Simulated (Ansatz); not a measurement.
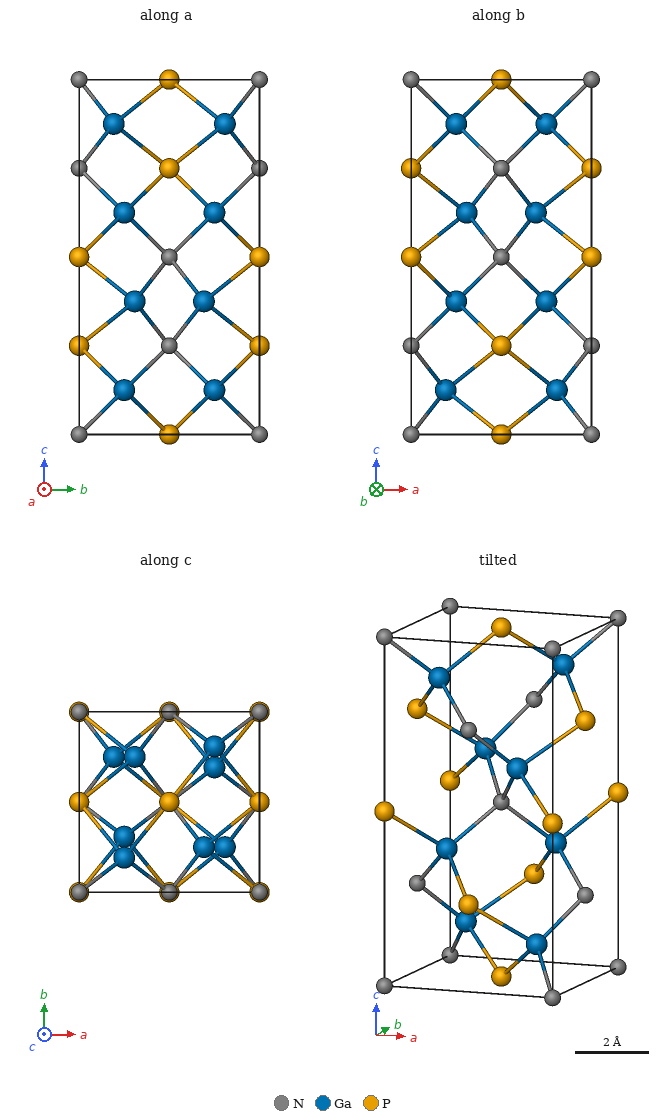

Shown here is a ball-and-stick view of the crystal, taken along the a axis, along the b axis, along the c axis and slightly off an axis. The conventional unit cell is drawn as a box.

Lattice parameters: a = 4.990 Å, b = 4.990 Å, c = 9.815 Å, α = 90.00°, β = 90.00°, γ = 90.00°.

### Give the structure in the form of a table of Wyckoff sites, with free fractional coordinates to two decimals.

Space group I-42d (No. 122).
```csv
atom,site,x,y,z
N,4a,0.00,0.50,0.25
Ga,8d,0.81,0.25,0.1250
P,4b,0.50,0.00,0.25
```

The model was built from a structure type filled with these elements by a generator (whether the compound takes this form wasn't checked). Earlier steps of the study may have refined or changed the cell and positions. It was run through Ansatz as a DFT input.
